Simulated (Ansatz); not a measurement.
Pressure series in hypothetical diamond Ir

The parent structure is Ir in the diamond structure (space group Fd-3m, No. 227; a = 5.506 Å; a hypothetical phase, not in the database extracts checked).

Cell and atoms are relaxed at each pressure.

Level of theory: Ansatz (a program for electronic structure), PBEsol, PAW, cutoff 420 eV, no spin-orbit coupling.

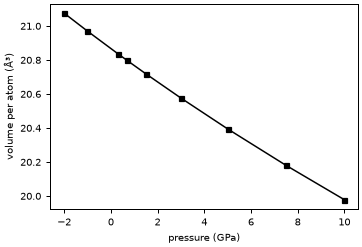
*Volume against pressure*

### Question
Estimate the zero-pressure bulk modulus from the plot.

### Answer
About 210 GPa; a third-order Birch–Murnaghan fit to the points gives V₀ = 20.87 Å³/atom, B₀ = 206 GPa and B₀′ = 4.9.

Load acts through the strain it causes; cell and atoms are relaxed under it. Stability against distortions was not tested. No other phases were tried under pressure. The final runs are not spin-polarised.
